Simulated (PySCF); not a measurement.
# F3H4NSi2 (SMILES F[Si](F)(F)N[SiH3]): what the fields show

```xyz
10

Si   -1.3815   -0.1674    0.5037
N     0.2263   -0.5704    0.1826
Si    1.4397    0.3979   -0.6355
F    -2.3207   -0.1596   -0.7926
F    -1.5174    1.2993    1.1286
F    -1.9968   -1.2297    1.5296
H     0.5044   -1.4954    0.5011
H     1.9816   -0.3304   -1.8200
H     2.5723    0.7241    0.2799
H     0.7547    1.6483   -1.0655
```

Geometry: PBE0-D3(BJ)/def2-SVP.

Theory: PBE0/pcSseg-2, SCF density, gas phase, non-relativistic in PySCF 2.14.0.

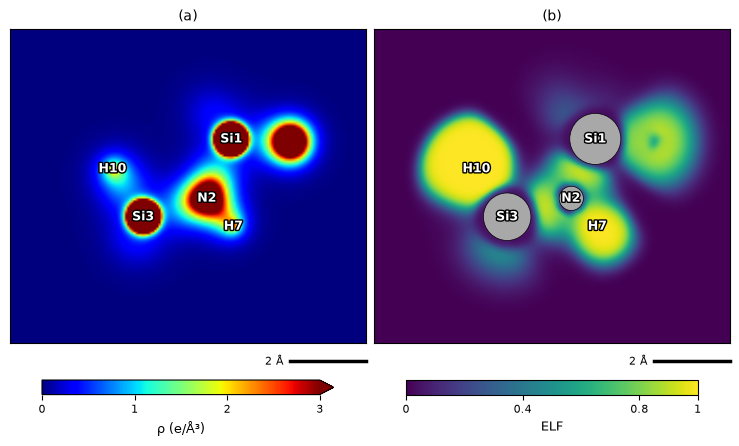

Figure 1. (a) total electron density; (b) electron localisation function on the plane of atoms Si1, N2 and Si3. Grey discs cover the atomic cores in the ELF map.

Read the bonding off the picture.

The section cuts through Si, N and H sites.
Si–N (1.69 Å): the density is about 1.2 e/Å³ at the midpoint; the ELF peaks at about 0.90 between the atoms: a polar covalent bond.
N–H (1.02 Å): the density is about 2.8 e/Å³ at the midpoint; the ELF climbs to about 1 towards the hydrogen, as it does in any bond to H; a covalent bond by its length.
Si–N (1.75 Å): the density is about 1 e/Å³ at the midpoint; the ELF peaks at about 0.90 between the atoms: a shared but strongly polarised pair.
Si–H (1.49 Å): the density is about 0.82 e/Å³ at the midpoint; the ELF climbs to about 1 towards the hydrogen.
The ELF also peaks beside F6, away from the bonds: lone-pair regions.

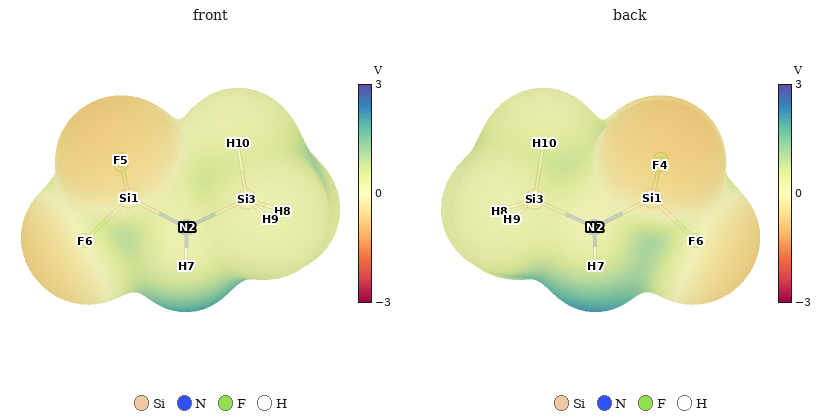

Figure 2. The electrostatic potential painted on the density surface at 0.001 e/bohr³, seen from the front and from behind; the colour scale runs from red (negative) to blue (positive).

Which sites attract a positive test charge, and which a negative one?

A positive charge is drawn to the negative regions and a negative charge to the positive ones. The most negative region (about −0.7 V) lies over F4 and F5, the most positive (about +2.1 V) over H7.
